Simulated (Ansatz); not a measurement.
# The cluster HfSe₂+ (doublet): one molecule under many settings

How do the results and run time of the cluster HfSe₂+ (doublet) respond when the settings are drawn wide?

Computed with Ansatz 0.2.0, Gaussian basis. Level: the settings change from run to run.

### 1 The relaxed structure

The geometry comes from an earlier relaxation with PBE0-D4 in a triple-zeta def2 set; it is a stationary point. Hf takes a core potential in def2 sets; no spin-orbit term is included.

3 atoms, charge 1, spin multiplicity 2.

Atoms are counted from 1 here; the program's logs count them from 0.

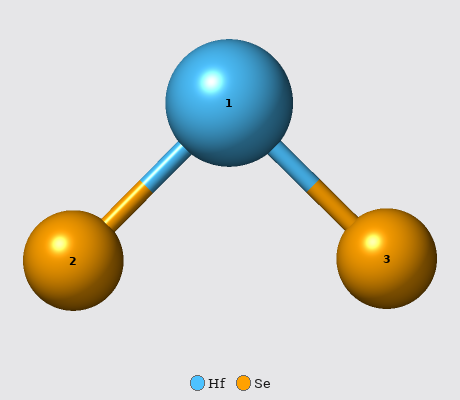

The geometry (hafnium blue, selenium orange); atoms are numbered from 1 in the order of the file.

### 2 PBE/def2-SVPD

Set apart from the defaults: charge +2, multiplicity 1, unrestricted orbitals, density fitting with def2-universal-jkfit, D4 dispersion, the search for lower states set to light.

in.yaml

```yaml
crystal:
  periodic: [false, false, false]
  atoms:
    - {symbol: Hf, position_ang: [-0.240741, 0.759961, 0.765622]}
    - {symbol: Se, position_ang: [1.289497, -1.010104, 0.610327]}
    - {symbol: Se, position_ang: [-1.048757, 0.250143, -1.375950]}
basis:
  gaussian: {orbitals: def2-SVPD, fitting: {mean_field: def2-universal-jkfit}}
total_charge: 2
magnetization: {spin_polarized: true, initial_magnetization: 0}
hamiltonian: {xc: {name: PBE}, dispersion: d4}
scf: {lower_state_search: light}
```

On the command line:

```sh
ansatz run in.yaml --threads 4 --pin off --events-out ev --progress --plain --max-ram 3916MiB
```

Output:

```text
Functional definition: PBE
  name "PBE"
  cite "Perdew, Burke & Ernzerhof, Phys. Rev. Lett. 77, 3865 (1996) doi:10.1103/PhysRevLett.77.3865"
  parent pbe
  parameter kappa = 0.804
  parameter beta = 0.06672455060314922
  exchange = pbe_x(kappa = kappa, mu = beta*pi^2/3)
  correlation = pbe_c(beta = beta)
759 factors; integrals over basis functions are off by at most 8.6e-2 eV
mean field evaluation 1: about -131944.0186 eV, gradient 3.4e1 eV
mean field evaluation 2: about -131842.9281 eV, gradient 1.4e2 eV
mean field evaluation 4: about -131946.4300 eV, gradient 2.8e1 eV
mean field evaluation 8: about -131951.1058 eV, gradient 2.8e-1 eV
mean field evaluation 16: about -131951.1046 eV, gradient 7.1e-5 eV
mean field evaluation 32: about -131948.6072 eV, gradient 3.5e-6 eV
mean field evaluation 64: about -131948.8103 eV, gradient 1.4e0 eV
mean field evaluation 96: about -131950.9697 eV, gradient 1.3e0 eV
mean field -131951.10458573 eV, -4849.1136538544 hartree, gradient 6.4e-6 eV, S^2 0.000000; 11 other end points of the search recorded, 0 dependent functions left out
reference -131951.10466426 eV, -4849.1136567405 hartree; 39, 39 occupied and 78, 78 virtual orbitals, 759 factors
Total energy: -131951.21336045 eV, -4849.1176512519 hartree
```

It took 16 s on 4 threads of Arm Neoverse V2, shared host.

⟨S²⟩ 0.000.

### 3 BHLYP/def2-mTZVP

Set apart from the defaults: a point charge of 1.00 e beside it, D4 dispersion.

in.yaml

```yaml
crystal:
  periodic: [false, false, false]
  atoms:
    - {symbol: Hf, position_ang: [-0.240741, 0.759961, 0.765622]}
    - {symbol: Se, position_ang: [1.289497, -1.010104, 0.610327]}
    - {symbol: Se, position_ang: [-1.048757, 0.250143, -1.375950]}
basis:
  gaussian: {orbitals: def2-mTZVP, point_charges: [{charge: 1.00, position_ang: [5.898, 0.947, 0.959]}]}
total_charge: 1
magnetization: {spin_polarized: true, initial_magnetization: 1}
hamiltonian: {xc: {name: BHLYP}, dispersion: d4}
scf: {omitted_lower_state_checks: [starts]}
```

Launched as before.

Output, shortened:

```text
Functional definition: BHLYP
  name "BHLYP"
  cite "Becke, J. Chem. Phys. 98, 1372 (1993) doi:10.1063/1.464304"
  cite "Becke, Phys. Rev. A 38, 3098 (1988) doi:10.1103/PhysRevA.38.3098"
  cite "Lee, Yang & Parr, Phys. Rev. B 37, 785 (1988) doi:10.1103/PhysRevB.37.785"
[...]
1055 factors; integrals over basis functions are off by at most 2.3e-4 eV
[...]
mean field -131992.96143505 eV, -4850.6518646954 hartree, gradient 3.1e-5 eV, S^2 0.806300; 0 other end points of the search recorded, 0 dependent functions left out
reference -131992.96158304 eV, -4850.6518701340 hartree; 40, 39 occupied and 68, 69 virtual orbitals, 1055 factors
Total energy: -131993.20285117 eV, -4850.6607365741 hartree
Checks for a lower state left out: starts
```

Wall time 4.4 s (4 threads of Arm Neoverse V2, shared host).

⟨S²⟩ 0.806.

### 4 rPW86-PBE/def2-mTZVP

Options: charge 0, multiplicity 1, the search for lower states set to off.

in.yaml

```yaml
crystal:
  periodic: [false, false, false]
  atoms:
    - {symbol: Hf, position_ang: [-0.240741, 0.759961, 0.765622]}
    - {symbol: Se, position_ang: [1.289497, -1.010104, 0.610327]}
    - {symbol: Se, position_ang: [-1.048757, 0.250143, -1.375950]}
basis:
  gaussian: {orbitals: def2-mTZVP}
hamiltonian: {xc: {name: rPW86-PBE}}
scf: {lower_state_search: off}
```

The command is unchanged.

Output, shortened:

```text
Functional definition: rPW86-PBE
  name "rPW86-PBE"
  cite "Murray, Lee & Langreth, J. Chem. Theory Comput. 5, 2754 (2009) doi:10.1021/ct900365q"
  cite "Perdew, Burke & Ernzerhof, Phys. Rev. Lett. 77, 3865 (1996) doi:10.1103/PhysRevLett.77.3865"
  parent pbe
[...]
1068 factors; their error is unknown
[...]
mean field -132054.83091831 eV, -4852.9255262687 hartree, gradient 4.7e-6 eV, S^2 0.000000; 0 other end points of the search recorded, 0 dependent functions left out
reference -132054.83099965 eV, -4852.9255292577 hartree; 40, 40 occupied and 68, 68 virtual orbitals, 1068 factors
Total energy: -132054.83099965 eV, -4852.9255292577 hartree
Checks for a lower state left out: stability, starts, cluster_reference, orbital_swaps, neighbouring_geometries, increment
```

It took 1.5 s on 4 threads of Arm Neoverse V2, shared host.

### 5 PBE-QIDH/def2-mTZVP

Options: atoms shaken by 0.08 Å.

in.yaml

```yaml
crystal:
  periodic: [false, false, false]
  atoms:
    - {symbol: Hf, position_ang: [-0.249924, 0.817275, 0.714504]}
    - {symbol: Se, position_ang: [1.222523, -1.112459, 0.475579]}
    - {symbol: Se, position_ang: [-1.172840, 0.280625, -1.301179]}
basis:
  gaussian: {orbitals: def2-mTZVP}
total_charge: 1
magnetization: {spin_polarized: true, initial_magnetization: 1}
hamiltonian: {xc: {name: PBE-QIDH}}
scf: {omitted_lower_state_checks: [starts]}
output: {forces: true}
```

The command is unchanged.

Output, shortened:

```text
Functional definition: PBE-QIDH
  name "PBE-QIDH"
  cite "Brémond, Sancho-García, Pérez-Jiménez & Adamo, J. Chem. Phys. 141, 031101 (2014) doi:10.1063/1.4890314"
  cite "Perdew, Burke & Ernzerhof, Phys. Rev. Lett. 77, 3865 (1996) doi:10.1103/PhysRevLett.77.3865"
[...]
1055 factors; integrals over basis functions are off by at most 2.0e-4 eV
[...]
mean field -131954.75575466 eV, -4849.2478318379 hartree, gradient 7.6e-6 eV, S^2 0.860136; 0 other end points of the search recorded, 0 dependent functions left out
18 core orbitals not correlated: weight in the atoms' cores, before any rotation towards them, 1.000 or more for the frozen orbitals, at most 0.000 for the correlated occupied ones
reference -131954.75576571 eV, -4849.2478322439 hartree; 22, 21 occupied and 68, 69 virtual orbitals, 1055 factors
second order -20.48453610 eV of doubles, -0.00000000 eV of singles
[...]
Total energy: -131961.58394441 eV, -4849.4987631829 hartree
Atom 0 at    -0.249924     0.817275     0.714504 Å, force     0.861374    -0.494265     0.647218 eV/Å
Atom 1 at     1.222523    -1.112459     0.475579 Å, force    -0.432919     0.635191     0.154355 eV/Å
Atom 2 at    -1.172840     0.280625    -1.301179 Å, force    -0.428455    -0.140926    -0.801573 eV/Å
Dipole moment:    -0.140959     0.939905     0.959354 e Å
Checks for a lower state left out: starts
```

Wall time 14 s (4 threads of Arm Neoverse V2, shared host).

Largest force 1.185 eV/Å, ⟨S²⟩ 0.860. The spin excess of 0.11 shows a contaminated determinant.

### 6 All runs side by side

```tsv
level	charge	multiplicity	geometry	functions	energy (eV)	time
PBE/def2-SVPD	2	1	relaxed	117	-131951.213	16 s
BHLYP/def2-mTZVP	1	2	relaxed, point charge	108	-131993.203	4.4 s
rPW86-PBE/def2-mTZVP	0	1	relaxed	108	-132054.831	1.5 s
PBE-QIDH/def2-mTZVP	1	2	shaken	108	-131961.584	14 s
```

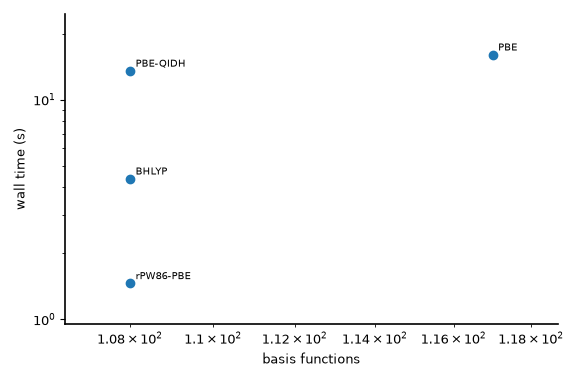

Wall time against the number of basis functions (shared host).

### 7 What came out

| quantity | value |
| --- | --- |
| runs | 4 |
| quickest | rPW86-PBE/def2-mTZVP, 1.5 s |
| slowest | PBE/def2-SVPD, 16 s |

What this shows: The runs differ in state or geometry as well as level, so their energies can't be set against each other. Run time spans a factor of 11, from rPW86-PBE/def2-mTZVP to PBE/def2-SVPD. The jobs differ in tasks and options as well as level.
